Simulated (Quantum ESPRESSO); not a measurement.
# Energy and gap at +3 % biaxial strain: 2H-TiI2, 1 layer

Method. Quantum ESPRESSO 7.5 driven by ASE, PBE, GBRV ultrasoft, ESM (bc1); atomic heights clamped; cell area 12.245 Å² at zero strain.

```tsv
strain (%)	energy (meV a cell)	gap on the mesh (eV)
−3	61.58	0.667
−1.5	14.80	0.676
0	0.00	0.684
+1.5	13.18	0.622
```

**Question.** What are energy and gap at +3 %, and how stiff is the sheet?

**Worked estimate.** About zero, E'' = (14.80 + 13.18 − 2 × 0.00)/1.5² = 12.44 meV per %² and E' = (13.18 − 14.80)/3 = −0.54 meV per %. With E = A K ε², where K = (C11 + C22)/2 + C12 (C11 + C12 for a hexagonal sheet), K = 12.44 × 10/(2 × 12.245) × 16.02 = 81 N/m. The parabola gives E(+3 %) = 0.00 + 3 × (−0.54) + 4.5 × 12.44 = 54.3 meV. Continuing the last slope, the gap is 2 × 0.622 − 0.684 = 0.560 eV.

What the calculation gave: E = 51.3 meV and the gap 0.566 eV. The parabola misses by +3.1 meV, too high, since bonds soften under tension. The gap's line misses by −0.006 eV.

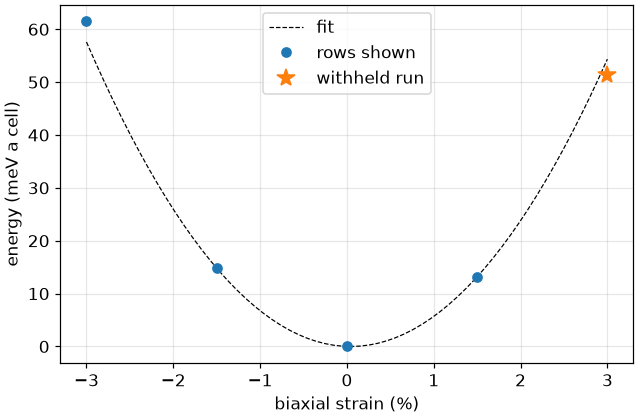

The rows shown, the fit and the withheld run.

**Limits.** Clamped heights stiffen sheets with several planes. Semilocal gap, no spin-orbit coupling.

[Logs are printed without paths, hosts, clocks, repeated set-up lines and the standing remarks that a program may print on its own settings, such as how far it seeks lower states.]
